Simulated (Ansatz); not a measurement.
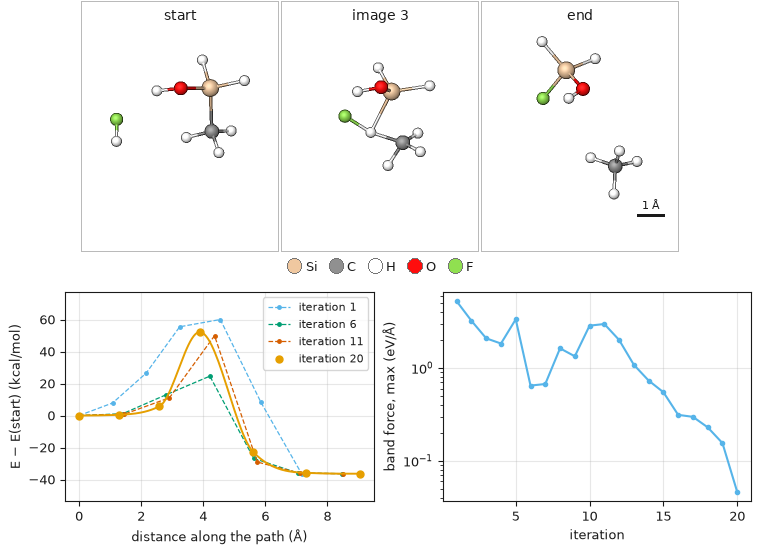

NEB run on CH7FOSi. Images are numbered from 0 (start) to 6 (end). The plot follows the band through its iterations. The picture is a ball-and-stick view, seen at a tilt.

The calculation used RHF/def2-SVP in Ansatz. Set-up: 5 movable images; climbing image; force threshold 0.05 eV/Å; iteration limit 60; starting path through a guess of the saddle point.

### How did the profile develop, and is the result final?

The result is final at these settings. The band converged in 20 iterations. The largest component of the band force went from 5.2 to 0.046 eV/Å. The climbing image converged on the top of the path. Its vibrational analysis gives one imaginary mode (1491i cm⁻¹), as a transition state must have. The first iteration put the highest image at 60.0 kcal/mol. The highest point, image 3, lies 52.2 kcal/mol above the start and 88.5 kcal/mol above the end; the end is at −36.3 kcal/mol relative to the start.

The run took 97 s on 2 threads of Arm Neoverse V1 (shared host), peak memory 0.17 GiB.
